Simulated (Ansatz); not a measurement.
## Sc3TlB (Pm-3m): from the cell to its phonons

Aim: the vibrations of Sc3TlB (Pm-3m), their spectra, and whether the structure is stable.

Program: Ansatz 0.2.0. Level of theory: DFT PBEsol, scalar-relativistic, plane waves, PAW; PAW set soft_1. Results are calculated unless marked as measured.

## 1. The starting structure

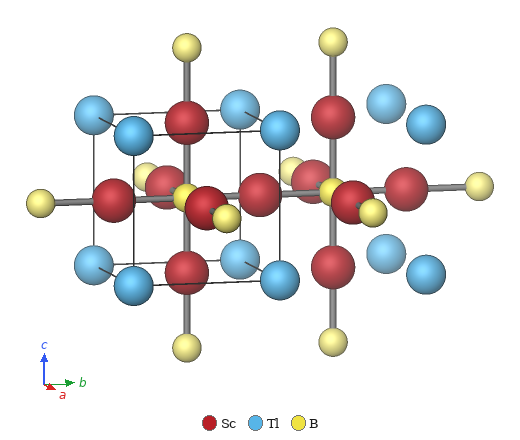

Start, viewed slightly off an axis; scandium red, thallium blue, boron yellow. 1×2×1 cells are drawn. Some periodic images of atoms are drawn too.

## 2. Relaxation

The cell and atoms are relaxed, since residual forces and stress would shift the frequencies.

The input, input.yaml:

```yaml
crystal:
  lattice:
    - [4.52, 0.0, 0.0]
    - [0.0, 4.52, 0.0]
    - [0.0, 0.0, 4.52]
  atoms:
    - { symbol: Sc, position: [0.0, 0.5, 0.5] }
    - { symbol: Sc, position: [0.5, 0.0, 0.5] }
    - { symbol: Sc, position: [0.5, 0.5, 0.0] }
    - { symbol: Tl, position: [0.0, 0.0, 0.0] }
    - { symbol: B, position: [0.5, 0.5, 0.5] }
kpoints:
  mp_grid: { grid: [8, 8, 8] }
hamiltonian:
  xc: pbesol
  pseudopotentials: { kind: paw, azcp: { folder: soft_1 }, xc_functional: pbe }
scf:
  occupations: { method: gaussian, width: 0.1 }
output:
  forces: true
  stress: true
  eigenvalues: true
  write_density: true
  write_potential: true
  elf: true
  volumetric_format: npy
relax:
  adjacent_minimum: "off"
  f_tol: 0.005
  max_steps: 80
  cell: { stress_tol: 0.05 }
```

Run with:

```sh
$ ansatz run input.yaml --threads 4 --pin off --max-ram 10240MiB --backend cpu --events-out ev --progress --plain --runs-dir out
```

Numbers of over 12 decimals in the logs are rounded to 6 here.

The log of the run:

```text
Engine: ansatz 0.2.0, aarch64-unknown-linux-gnu
Pseudopotentials: kind: paw
Pseudopotential: Sc, paw, valence charge 11, recommended cutoff 420 eV (normal), soft_1/Sc.paw.azcp
Pseudopotential: Tl, paw, valence charge 13, recommended cutoff 420 eV (normal), soft_1/Tl.paw.azcp
Pseudopotential: B, paw, valence charge 3, recommended cutoff 420 eV (normal), soft_1/B.paw.azcp
Functional definition: PBEsol
  exchange = pbesol_x
  correlation = pbesol_c
Crystal: 5 atoms, lattice volume = 92.345 Å³
Basis set: ecut = 420 eV, 1839 PW (Γ), exchange–correlation on 64×64×64 points (8 copies of the dense FFT grid, shifted against one another)
Bands: 30, of which v1, the nominal top of the filled ones, is band 25 counted from 1 (24 counted from 0)
Symmetry: 48 space group operations
Space group: Pm-3m (ITA 221), of the structure as read, at distance tolerance 4.5e-5 Å
k-points: 35 of 512
Non-local potential: Sc, projectors of the file, l = 0: 3, l = 1: 2, l = 2: 3, l = 3: 1
Non-local potential: Tl, projectors of the file, l = 0: 2, l = 1: 2, l = 2: 2, l = 3: 1
Non-local potential: B, projectors of the file, l = 0: 2, l = 1: 2, l = 2: 1
PAW form: soft (Blöchl's): semilocal exchange-correlation on the pseudo side does not see the compensation charge
PAW frozen core: Sc, regenerated for the run's functional, and the local potential with it (the file was generated under x = pbe(κ = 0.804, μ = 0.219515), c = pbe(β = 0.066725))
PAW frozen core: Tl, regenerated for the run's functional, and the local potential with it (the file was generated under x = pbe(κ = 0.804, μ = 0.219515), c = pbe(β = 0.066725))
PAW frozen core: B, regenerated for the run's functional, and the local potential with it (the file was generated under x = pbe(κ = 0.804, μ = 0.219515), c = pbe(β = 0.066725))
PAW one-centre angular grid: Sc, 590 points (default); XC on 64 Gauss nodes
PAW one-centre angular grid: Tl, 590 points (default); XC on 64 Gauss nodes
PAW one-centre angular grid: B, 110 points (default); XC on 64 Gauss nodes
Initial density: superposition of atomic densities (chi_scale 0.1, normalization cell, long waves kept (reshape's long-wave potential 0.00 eV rms))
Initial wavefunctions: pseudopotential atomic-orbital guess
Functional: x = pbesol(κ = 0.804, μ = 0.123457), c = pbesol(β = 0.046)
SCF iter   1: F=—  HF=-17790.756414 eV  |F-HF|=—  |Δ(HF+E_count)|=         —  Δρ=8.60e-2  dr2=1.79e1  ethr=3.10e-3  ⟨swp⟩=4.9  Hψ=4263  notcnv=0
preconditioner: auto → Kerker (q_TF=auto, 2.455 Å⁻¹)  [metal: Δε(μ)=0.010 eV  Ē_g=6.975 eV  σ=0.100 eV  W_gap=0.06  n_scr=26 (ndim 8)  ℏωp=19.3 eV  f_vac=0.000  D(μ)=9.70/eV (n_scr^D=122)]
SCF iter   2: F=—  HF=-17787.144831 eV  |F-HF|=—  |Δ(HF+E_count)|=    3.61e0  Δρ=3.48e-2  dr2=3.58e0  ethr=3.10e-3  ⟨swp⟩=2.6  Hψ=1981  notcnv=0  defer=24
SCF iter   3: F=—  HF=-17786.323070 eV  |F-HF|=—  |Δ(HF+E_count)|=   8.22e-1  Δρ=1.11e-2  dr2=1.79e-1  ethr=3.10e-3  ⟨swp⟩=2.2  Hψ=1751  notcnv=0  defer=26
SCF iter   4: F=—  HF=-17786.273950 eV  |F-HF|=—  |Δ(HF+E_count)|=   4.91e-2  Δρ=2.60e-3  dr2=1.58e-2  ethr=3.66e-4  ⟨swp⟩=2.0  Hψ=1388  notcnv=0  defer=26
SCF iter   5: F=—  HF=-17786.270014 eV  |F-HF|=—  |Δ(HF+E_count)|=   3.94e-3  Δρ=5.85e-4  dr2=3.62e-4  ethr=3.23e-5  ⟨swp⟩=2.0  Hψ=1239  notcnv=0  defer=26
SCF iter   6: F=—  HF=-17786.269993 eV  |F-HF|=—  |Δ(HF+E_count)|=   2.06e-5  Δρ=1.88e-4  dr2=4.86e-5  ethr=7.39e-7  ⟨swp⟩=2.0  Hψ=1363  notcnv=0  defer=26
SCF iter   7: F=—  HF=-17786.269927 eV  |F-HF|=—  |Δ(HF+E_count)|=   6.62e-5  Δρ=4.40e-5  dr2=2.03e-6  ethr=9.92e-8  ⟨swp⟩=2.0  Hψ=1469  notcnv=0  defer=26
SCF iter   8: F=—  HF=-17786.269927 eV  |F-HF|=—  |Δ(HF+E_count)|=   3.37e-7  Δρ=8.94e-6  dr2=1.15e-7  ethr=4.15e-9  ⟨swp⟩=2.1  Hψ=1478  notcnv=0  defer=26
SCF iter   9: F=-17786.269927 eV  HF=-17786.269927 eV  |F-HF|=3.12e-9  |Δ(HF+E_count)|=   1.27e-8  Δρ=1.95e-6  dr2=5.32e-9  ethr=2.04e-10  ⟨swp⟩=12.2  Hψ=6473  notcnv=0
SCF 1 converged in 9 iterations: F = -17786.269927 eV  dr2 = 5.32e-9
  greatest PAW one-centre occupation: 0.998 electrons in one spin orbital (limit 2), on the Sc atom at site 2 (counted from 0), in its partial waves of l = 0
relax step   1: F+E_penalty+E_count = -17786.26992680 eV  Δ(F+E_penalty+E_count) = +0.000e0 eV  max|allowed force component| = 2.485e-29 eV/Å  Δτ_max = 0.0000 Å  P = +6.987 GPa  Ω = 92.345 Å³  (9 SCF iters, dr2 threshold 1.00e-7 eV, accepted)
Crystal: 5 atoms, lattice volume = 102.219 Å³
Basis set: ecut = 420 eV, 2007 PW (Γ), exchange–correlation on 64×64×64 points (8 copies of the dense FFT grid, shifted against one another)
Initial density: handed on by an earlier stage of this run
Initial wavefunctions: those handed on with the density
iter 1 solved again at ethr=1.26e-3 eV; its pass at ethr=3.10e-3 eV (dr2=6.16e-1 eV) is discarded
SCF iter   1: F=—  HF=-17786.534609 eV  |F-HF|=—  |Δ(HF+E_count)|=         —  Δρ=1.38e-2  dr2=6.35e-1  ethr=1.26e-3  ⟨swp⟩=1.0  Hψ=5439  notcnv=0
preconditioner: auto → Kerker (q_TF=auto, 2.414 Å⁻¹)  [metal: Δε(μ)=0.049 eV  Ē_g=7.501 eV  σ=0.100 eV  W_gap=0.26  n_scr=26 (ndim 8)  ℏωp=18.4 eV  f_vac=0.000  D(μ)=4.16/eV (n_scr^D=32)]
SCF iter   2: F=—  HF=-17786.421170 eV  |F-HF|=—  |Δ(HF+E_count)|=   1.13e-1  Δρ=5.17e-3  dr2=1.12e-1  ethr=1.26e-3  ⟨swp⟩=2.0  Hψ=1386  notcnv=0
SCF iter   3: F=—  HF=-17786.396848 eV  |F-HF|=—  |Δ(HF+E_count)|=   2.43e-2  Δρ=1.50e-3  dr2=6.02e-3  ethr=2.28e-4  ⟨swp⟩=2.0  Hψ=1520  notcnv=0  defer=3
SCF iter   4: F=—  HF=-17786.394995 eV  |F-HF|=—  |Δ(HF+E_count)|=   1.85e-3  Δρ=4.11e-4  dr2=4.30e-4  ethr=1.23e-5  ⟨swp⟩=2.0  Hψ=1331  notcnv=0  defer=3
SCF iter   5: F=—  HF=-17786.394775 eV  |F-HF|=—  |Δ(HF+E_count)|=   2.21e-4  Δρ=1.10e-4  dr2=1.62e-5  ethr=8.77e-7  ⟨swp⟩=2.0  Hψ=1377  notcnv=0  defer=3
SCF iter   6: F=—  HF=-17786.394773 eV  |F-HF|=—  |Δ(HF+E_count)|=   1.48e-6  Δρ=3.01e-5  dr2=1.04e-6  ethr=3.30e-8  ⟨swp⟩=2.3  Hψ=1393  notcnv=0  defer=3
SCF iter   7: F=-17786.394773 eV  HF=-17786.394773 eV  |F-HF|=1.88e-8  |Δ(HF+E_count)|=   1.78e-7  Δρ=5.89e-6  dr2=5.01e-8  ethr=1.02e-9  ⟨swp⟩=11.6  Hψ=6564  notcnv=0
SCF 2 converged in 7 iterations: F = -17786.394773 eV  dr2 = 5.01e-8
  greatest PAW one-centre occupation: 0.998 electrons in one spin orbital (limit 2), on the Sc atom at site 0 (counted from 0), in its partial waves of l = 0
relax step   2: F+E_penalty+E_count = -17786.39477302 eV  Δ(F+E_penalty+E_count) = -1.248e-1 eV  max|allowed force component| = 1.775e-29 eV/Å  Δτ_max = 0.0000 Å  P = -2.191 GPa  Ω = 102.219 Å³  energy of the carried Pulay correction = -1.187e-3 eV  (7 SCF iters, dr2 threshold 5.00e-7 eV, accepted)
Crystal: 5 atoms, lattice volume = 99.675 Å³
Basis set: ecut = 420 eV, 1935 PW (Γ), exchange–correlation on 64×64×64 points (8 copies of the dense FFT grid, shifted against one another)
iter 1 solved again at ethr=6.92e-5 eV; its pass at ethr=3.10e-3 eV (dr2=3.39e-2 eV) is discarded
SCF iter   1: F=—  HF=-17786.422148 eV  |F-HF|=—  |Δ(HF+E_count)|=         —  Δρ=3.31e-3  dr2=3.42e-2  ethr=6.92e-5  ⟨swp⟩=1.1  Hψ=5301  notcnv=0
preconditioner: auto → Kerker (q_TF=auto, 2.424 Å⁻¹)  [metal: Δε(μ)=0.011 eV  Ē_g=7.310 eV  σ=0.100 eV  W_gap=0.06  n_scr=26 (ndim 8)  ℏωp=18.6 eV  f_vac=0.000  D(μ)=4.92/eV (n_scr^D=32)]
SCF iter   2: F=—  HF=-17786.416018 eV  |F-HF|=—  |Δ(HF+E_count)|=   6.13e-3  Δρ=1.18e-3  dr2=5.63e-3  ethr=6.92e-5  ⟨swp⟩=2.0  Hψ=1227  notcnv=0
SCF iter   3: F=—  HF=-17786.414776 eV  |F-HF|=—  |Δ(HF+E_count)|=   1.24e-3  Δρ=3.64e-4  dr2=3.71e-4  ethr=1.15e-5  ⟨swp⟩=2.0  Hψ=1290  notcnv=0
SCF iter   4: F=—  HF=-17786.414552 eV  |F-HF|=—  |Δ(HF+E_count)|=   2.25e-4  Δρ=1.08e-4  dr2=2.34e-5  ethr=7.58e-7  ⟨swp⟩=2.0  Hψ=1304  notcnv=0
SCF iter   5: F=—  HF=-17786.414545 eV  |F-HF|=—  |Δ(HF+E_count)|=   6.93e-6  Δρ=2.64e-5  dr2=8.46e-7  ethr=4.77e-8  ⟨swp⟩=2.0  Hψ=1313  notcnv=0
SCF iter   6: F=-17786.414545 eV  HF=-17786.414545 eV  |F-HF|=1.98e-8  |Δ(HF+E_count)|=   7.84e-8  Δρ=8.05e-6  dr2=6.62e-8  ethr=1.02e-9  ⟨swp⟩=9.5  Hψ=6630  notcnv=0
SCF 3 converged in 6 iterations: F = -17786.414545 eV  dr2 = 6.62e-8
relax step   3: F+E_penalty+E_count = -17786.41454464 eV  Δ(F+E_penalty+E_count) = -1.977e-2 eV  max|allowed force component| = 9.834e-30 eV/Å  Δτ_max = 0.0000 Å  P = -0.221 GPa  Ω = 99.675 Å³  energy of the carried Pulay correction = -8.924e-4 eV  (6 SCF iters, dr2 threshold 5.00e-7 eV, accepted)
[...]
relax step   4: F+E_penalty+E_count = -17786.41476028 eV  Δ(F+E_penalty+E_count) = -2.156e-4 eV  max|allowed force component| = 6.298e-30 eV/Å  Δτ_max = 0.0000 Å  P = +0.009 GPa  Ω = 99.398 Å³  energy of the carried Pulay correction = -8.599e-4 eV  (5 SCF iters, dr2 threshold 1.22e-7 eV, accepted)
Initial wavefunctions: pseudopotential atomic-orbital guess (no wavefunctions were taken with the density)
iter 1 solved again at ethr=3.07e-7 eV; its pass at ethr=3.10e-3 eV (dr2=1.51e-4 eV) is discarded
SCF iter   1: F=—  HF=-17786.415947 eV  |F-HF|=—  |Δ(HF+E_count)|=         —  Δρ=1.10e-4  dr2=7.47e-7  ethr=3.07e-7  ⟨swp⟩=3.0  Hψ=6262  notcnv=0
preconditioner: auto → Kerker (q_TF=auto, 2.425 Å⁻¹)  [metal: Δε(μ)=0.025 eV  Ē_g=7.362 eV  σ=0.100 eV  W_gap=0.14  n_scr=26 (ndim 8)  ℏωp=18.6 eV  f_vac=0.000  D(μ)=4.57/eV (n_scr^D=32)]
SCF iter   2: F=—  HF=-17786.415844 eV  |F-HF|=—  |Δ(HF+E_count)|=   1.03e-4  Δρ=5.63e-5  dr2=1.80e-7  ethr=1.53e-9  ⟨swp⟩=2.0  Hψ=1445  notcnv=0
SCF iter   3: F=—  HF=-17786.415845 eV  |F-HF|=—  |Δ(HF+E_count)|=   5.37e-7  Δρ=4.87e-6  dr2=3.25e-9  ethr=3.68e-10  ⟨swp⟩=2.0  Hψ=1292  notcnv=0
SCF iter   4: F=—  HF=-17786.415845 eV  |F-HF|=—  |Δ(HF+E_count)|=   4.16e-9  Δρ=6.35e-7  dr2=2.34e-10  ethr=6.63e-12  ⟨swp⟩=2.0  Hψ=1393  notcnv=0
SCF iter   5: F=-17786.415845 eV  HF=-17786.415845 eV  |F-HF|=7.28e-12  |Δ(HF+E_count)|=  2.18e-11  Δρ=2.20e-7  dr2=4.90e-11  ethr=1.00e-12  ⟨swp⟩=5.6  Hψ=4351  notcnv=0
SCF 5 converged in 5 iterations: F = -17786.415845 eV  dr2 = 4.90e-11
relax step   5: F+E_penalty+E_count = -17786.41584479 eV  Δ(F+E_penalty+E_count) = -1.085e-3 eV  max|allowed force component| = 6.245e-30 eV/Å  Δτ_max = 0.0000 Å  P = +0.020 GPa  Ω = 99.398 Å³  stress off target by 2.02e-2 GPa  SCF on the basis re-selected at this cell (its energy is not comparable with the rows above)  (5 SCF iters)
basis re-selected at this cell: Δ(F+E_penalty+E_count) = -1.085e-3 eV, ΔP = +0.011 GPa vs the last step (what re-selecting the basis moved, of the pressure what is left beyond the Pulay correction that the steps carried, after the strain that the cell walked since its last selection, with what the two solves' SCF thresholds leave and, on support functions, any second-order correction that the steps lacked; it is no m [...]
SCF converged after 5 iterations
Free energy (F): -17786.415845 eV
Harris-Foulkes:  -17786.415845 eV  (|F-HF|=7.28e-12)
Internal energy: -17786.392985 eV  (E = F + TS)
E sigma→0 (E₀):  -17786.404415 eV
Entropy (-TS):   -0.022860 eV (-4.572 meV/atom)
Fermi energy:    10.037495 eV
--- Per-component energies (eV) ---
  E_band       = -434.679082
  E_kinetic    = 937.142481
  E_local      = -3202.257960  (includes V_loc(G=0)·N_el)
  E_nonlocal   = 754.090783
  E_hartree    = 1157.568226
  E_xc         = -471.649983
  E_vxc        = -476.881690  (∫ρ·V_xc dr)
  E_paw        = -13015.037569  (= ΣΔE_a)
  E_vpaw       = -761.909117  (= ΣTr[D̂ρ^β])
  E_aug_tail   = 0.000081  (compensation charges beyond the density's cutoff)
  E_ewald      = -3946.689163
  E_core_change = 0.440119  (= ΣΔE_core)
  E_smearing   = -0.022860  (= −TS)
  E_closure    = 0.000000  (closes the sum)
  Σ components = -17786.415845   (vs F -17786.415845, Δ=0.00e0)
--- Forces (eV/Å), atoms counted from 1 ---
  atom   1  Sc     0.00000000    -0.00000000     0.00000000
  atom   2  Sc     0.00000000    -0.00000000     0.00000000
  atom   3  Sc    -0.00000000    -0.00000000    -0.00000000
  atom   4  Tl    -0.00000000    -0.00000000     0.00000000
  atom   5  B      0.00000000    -0.00000000     0.00000000
  max |Σ_I F_I| component: 1.61e-29 eV/Å
--- Stress (GPa, compression-positive) ---
        0.020209       0.000000       0.000000
        0.000000       0.020209      -0.000000
        0.000000      -0.000000       0.020209
  P = ⅓ Tr σ = 0.0202 GPa (0.202 kbar)
--- Band table (eV; the first three rows and the last of 35) ---
  k-point 0: bands = [... 21 lower, 9.9172, 10.2234, 10.2234, 10.4435, 10.4435, 10.4435, 12.9542, 12.9542, ... 1 higher]
  k-point 1: bands = [... 21 lower, 9.8796, 10.3262, 10.3624, 10.3624, 10.4714, 10.5344, 12.3273, 12.8360, ... 1 higher]
  k-point 2: bands = [... 21 lower, 9.8046, 10.1673, 10.1673, 10.2202, 10.5443, 10.6154, 11.7441, 12.7328, ... 1 higher]
  k-point 34: bands = [... 21 lower, 7.5269, 9.3416, 9.3416, 9.3416, 11.9474, 11.9474, 11.9474, 12.0477, ... 1 higher]
--- Relaxed structure (4 steps of the walk, 4 accepted, 1 SCFs on fresh bases) ---
  F+E_penalty+E_count = -17786.41584479 eV   max|allowed force component| = 6.245e-30 eV/Å   (the final SCF, on the basis selected at the relaxed cell)
  cell:  # Å, volume = 99.3978 Å³
    - [4.632253, 0, 0]
    - [0, 4.632253, 0]
    - [0, 0, 4.632253]
  atoms:
    - { symbol: Sc, position: [0, 0.5, 0.5] }
    - { symbol: Sc, position: [0.5, 0, 0.5] }
    - { symbol: Sc, position: [0.5, 0.5, 0] }
    - { symbol: Tl, position: [0, 0, 0] }
    - { symbol: B, position: [0.5, 0.5, 0.5] }
```

It took 8.4 s on 4 threads of Arm Neoverse V1, shared host; peak memory 0.4 GiB.

The steps of the relaxation:

| step | energy less that of the first step (eV) | largest force component (eV/Å) | pressure (GPa) | volume (Å³) |
| --- | --- | --- | --- | --- |
| 1 | 0.0000 | 0.0000 | 6.99 | 92.35 |
| 2 | -0.1248 | 0.0000 | -2.19 | 102.22 |
| 3 | -0.1446 | 0.0000 | -0.22 | 99.67 |
| 4 | -0.1448 | 0.0000 | 0.01 | 99.40 |
| 5* | -0.1459 | 0.0000 | 0.02 | 99.40 |

Relaxation steps marked * repeat the geometry before them on a plane-wave basis chosen anew for their cell, so energy and pressure can jump there.

Forces are held to the 48 operations that the run works with; a distortion that breaks them can't arise in this run.

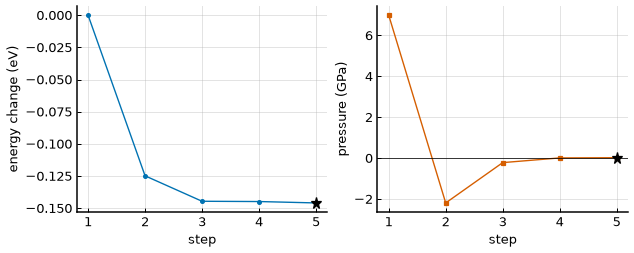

Energy and pressure along the relaxation. Stars mark steps on a basis chosen anew.

| conventional cell, symmetrised | before | after | change |
| --- | --- | --- | --- |
| a (Å) | 4.520 | 4.632 | +2.5 % |
| b (Å) | 4.520 | 4.632 | +2.5 % |
| c (Å) | 4.520 | 4.632 | +2.5 % |
| volume (Å³/atom) | 18.47 | 19.88 | +7.6 % |

The relaxed structure:

```cif
data_structure
_symmetry_space_group_name_H-M 'P 1'
_symmetry_Int_Tables_number 1
_cell_length_a 4.6323
_cell_length_b 4.6323
_cell_length_c 4.6323
_cell_angle_alpha 90.000
_cell_angle_beta 90.000
_cell_angle_gamma 90.000
_cell_volume 99.40
loop_
_atom_site_label
_atom_site_type_symbol
_atom_site_fract_x
_atom_site_fract_y
_atom_site_fract_z
_atom_site_occupancy
Sc1 Sc 0.00000 0.50000 0.50000 1
Sc2 Sc 0.50000 0.00000 0.50000 1
Sc3 Sc 0.50000 0.50000 0.00000 1
Tl4 Tl 0.00000 0.00000 0.00000 1
B5 B 0.50000 0.50000 0.50000 1
```

Numbers from this step:

```yaml
pressure: 0.02021 GPa
volume_per_atom: 19.88 Å³
gap_on_the_k_mesh: 0 eV
```

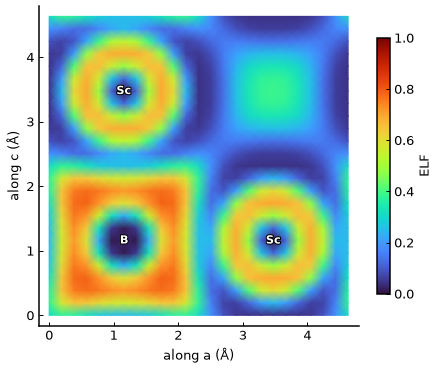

ELF in the ac plane at fractional y = 0.500, with atoms of Sc and B within 0.2 Å of it. It is the smooth field of the valence electrons, not physical close to the nuclei. The map starts off the cell's origin, so that atoms lie inside it.

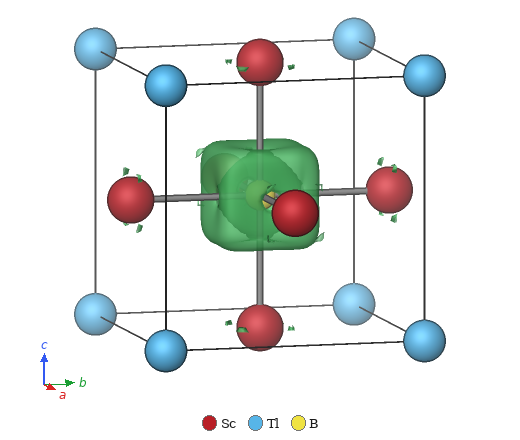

Surface of ELF = 0.73.

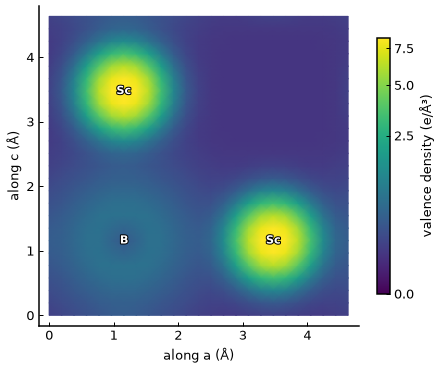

Valence density in the ac plane at fractional y = 0.500, with atoms of Sc and B within 0.2 Å of it. It is the smooth field of the valence electrons, not physical close to the nuclei. The map starts off the cell's origin, so that atoms lie inside it. The colour scale is stretched toward low values.

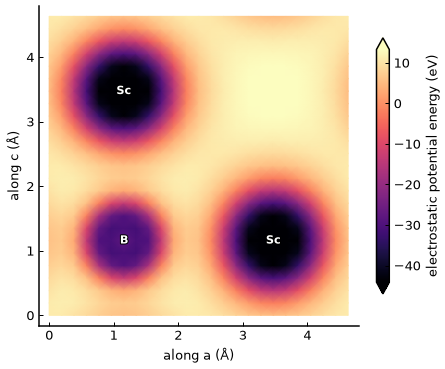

Electrostatic potential energy in the ac plane at fractional y = 0.500, with atoms of Sc and B within 0.2 Å of it. With pseudopotentials it is smooth inside the atoms' cores, unlike the true potential. The map starts off the cell's origin, so that atoms lie inside it.

In this step the volume went from 18.47 to 19.88 Å³/atom.

(Part 1 of 3 ends here.)

[Logs are printed without paths, hosts, clocks, repeated set-up lines and the standing remarks that a program may print on its own settings, such as how far it seeks lower states.]

[Hosts, paths, dates, database ids (printed as entryN), source tags and the programs' standing remarks are cut or masked in the printed files.]
